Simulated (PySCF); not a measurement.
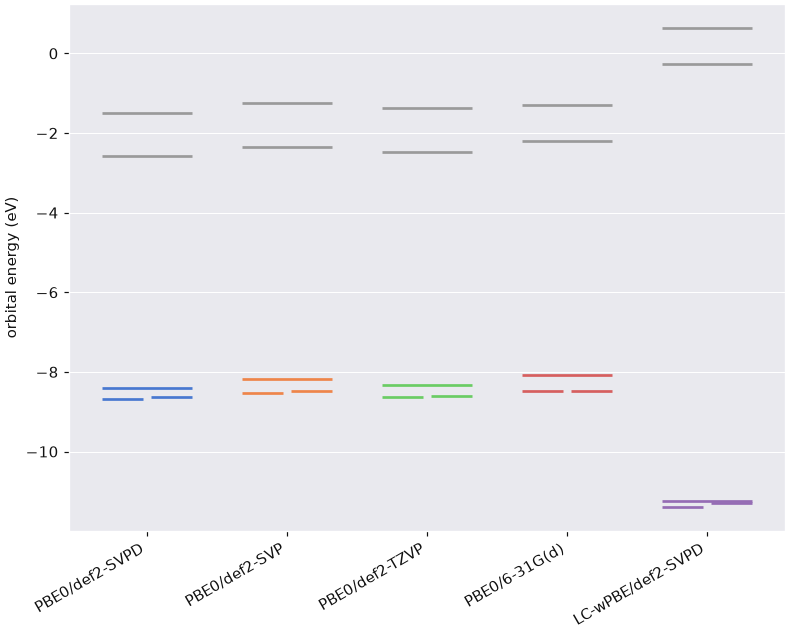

Frontier orbital energies of C₃H₃BrGeO, SMILES O=CC#[C][GeH2][Br], singlet at one geometry, PySCF, at a PBE0-D3(BJ)/def2-SVP geometry (no frequency check). Empty levels are grey, levels within 0.1 eV stand side by side; all columns show the same few orbitals around the gap.

### How do the frontier levels move from column to column?

The separation grows from 5.82 eV (PBE0/def2-SVPD) to 10.96 eV (LC-wPBE/def2-SVPD).

```
            level  HOMO (eV)  LUMO (eV)  separation (eV)
   PBE0/def2-SVPD      −8.40      −2.58             5.82
    PBE0/def2-SVP      −8.18      −2.34             5.83
   PBE0/def2-TZVP      −8.32      −2.48             5.84
    PBE0/6-31G(d)      −8.08      −2.19             5.88
LC-wPBE/def2-SVPD     −11.24      −0.27            10.96
```

Limits of at least one run: empty levels above zero depend strongly on the basis; spin-orbit coupling is left out, and with Br it can shift these levels and split any degenerate set.
